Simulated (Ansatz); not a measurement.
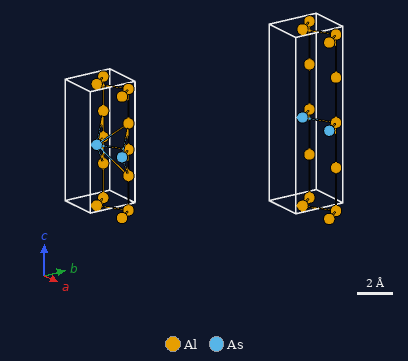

Two geometries of solid Al$_{5}$As (a generated structure, set up in P-6m2) (coarse preliminary run), drawn at one scale. One is the start of a relaxation, the other its converged end. Style: ball-and-stick. Shown: the cell of the calculation, repeated 2 × 1 × 1 with one cell outlined, slightly off an axis.

Level of theory: Ansatz 0.2.0, DFT PBE, scalar-relativistic, plane waves, PAW. Settings: plane-wave cutoff 420 eV; k-point mesh 6 × 6 × 4; occupations gaussian; smearing width 0.1 eV; no spin polarisation; cell and atoms relaxed; force threshold 0.04 eV/Å; at most 70 steps.

**Which of the two is the end point?**

The right one is the relaxed one. After 11 accepted moves (13 points after the start) the energy has fallen by 3897 meV per atom. Largest force component: 26 eV/Å at the start, 0.0047 eV/Å at the end. The pressure goes from 79.28 to −0.14 GPa. The SCF was repeated twice at an unchanged geometry on a basis and grid sized afresh for the cell, which shifted the energy by 66.7 meV per atom at most. The largest moves relative to the cell, 0.41 Å, are those of Al atoms. As stays in place. The volume changes by +62.2 %, with a = b 4.086 → 4.317 Å (+5.6 %), c 7.139 → 10.377 Å (+45.3 %). Some distances before and after: Al–Al 1.540 → 2.653 Å, Al–As 2.817 → 3.640 Å, Al–Al 2.030 → 2.536 Å, Al–Al 2.359 → 2.492 Å. The space group stays P-6m2 (No. 187).
